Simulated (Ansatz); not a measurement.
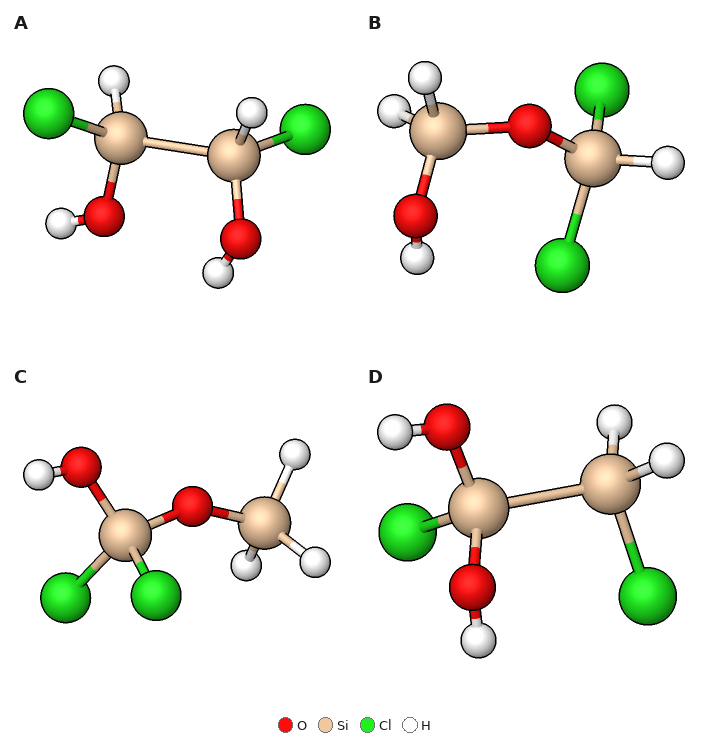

Source: calculation with Ansatz.

Q: Match each picture to its SMILES.
(1) O[Si](O)(Cl)[SiH2]Cl
(2) O[Si@@H](Cl)[Si@@H](O)Cl
(3) O[Si](Cl)(Cl)O[SiH3]
(4) O[SiH2]O[SiH](Cl)Cl

A: A is (2), B is (4), C is (3), D is (1).
